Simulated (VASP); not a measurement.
Band structure of P (black). Computed with r2SCAN+rVV10, VASP's PBE PAW potentials (set 64) (plane waves; VASP 6.6.1).

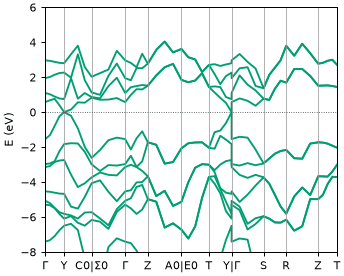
Fig. 1. Bands along high-symmetry lines, zero at the valence-band maximum or, without a gap, the Fermi level

### Question
Read the plot: is there a gap, and where are the band edges?

### Answer
It has no gap at this level: it comes out as a metal or semimetal.

Measured: gap 0.35 eV (computed value off by -0.35 eV), as given by Das et al., (2018), arXiv:1807.05623.

The compound is P in the black structure. It was relaxed first.
